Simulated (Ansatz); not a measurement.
```
atom    x (Å)    y (Å)    z (Å)
   C  -0.3996  -0.1575   1.7079
   C   0.4201   0.6268   0.6983
   N  -0.1710   0.6762  -0.6278
  Si   0.2271  -0.3763  -1.8970
  Cl  -0.4283  -2.3334  -1.6626
   H  -1.3933   0.2831   1.8278
   H   0.0859  -0.1564   2.6872
   H  -0.5278  -1.1925   1.3846
   H   1.4152   0.1805   0.6031
   H   0.5803   1.6485   1.0610
   H  -1.0767   1.1207  -0.6480
   H  -0.4117   0.1261  -3.1326
   H   1.7002  -0.4805  -1.9869
```

Geometry: PBE0-D4/def2-TZVP.

The calculation used Ansatz, RKS PBE0-D4/def2-TZVPP.

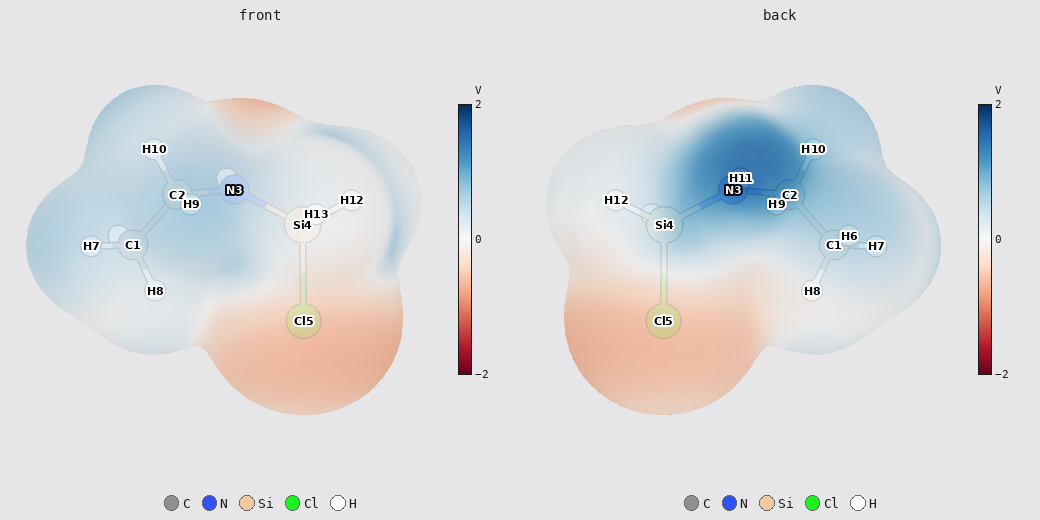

C₂H₈ClNSi. The electrostatic potential painted on the density surface at 0.001 e/bohr³, seen from the front and from behind; red is negative and blue positive.

**Where is the surface potential most negative and most positive?**

The most negative region (about −0.6 V, or −14 kcal/mol for a unit charge) lies over Cl5, the most positive (about +1.5 V, or +35 kcal/mol for a unit charge) over H11.
